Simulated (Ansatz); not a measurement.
Electronic density of states of amorphous In$_{9}$Ga$_{9}$Zn$_{9}$O$_{38}$Ti, density 5.79 g/cm³, on a 2×2×2 Γ-centred mesh with a Gaussian width of 0.1 eV; energies count from the Fermi level, whose place inside the gap is arbitrary. Cell and mesh are small, so fine structure isn't converged. Method: PBE, scalar-relativistic without spin-orbit coupling (plane waves to 420 eV, PAW; Ansatz, a first-principles code). Sampling: a 2×2×2 Γ-centred mesh; Fermi-Dirac width 0.02 eV; no spin polarisation. At PBE the levels at the filled edge of the gap are localised (band-tail or defect states), and the nearest spread-out levels lie 1.3 eV apart at the zone centre.

A CHGNet melt-quench gave the starting glass, which DFT then relaxed. O atoms were pushed apart under 1.9 Å during the dynamics, to hinder bonds among them. The hot cell started wider than the set density and was brought back towards it in steps. It is the lowest in DFT energy of 2 quenches. It is a model cell: composition and starting density were chosen by hand, and all elements were melted together. No dispersion term was used. Its density started from a set value of 5.79 and ended at 5.79 g/cm³. Cooling (nominally 260 K/ps over its main leg) ran many orders faster than in experiment, which tends to leave more defects and strain. A cell of this size samples the disorder only roughly. The volume was held where the preparation left it and the shape relaxed, at a PBE pressure of 3.4 GPa. Stress components on the final sampling reach 3.5 GPa.

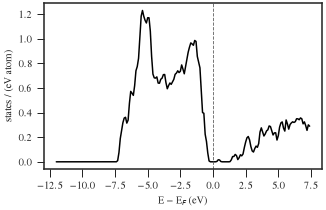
Fig. 1. Density of states per atom

The level gap on this mesh is 0.91 eV; the broadening fills part of it in the curve.
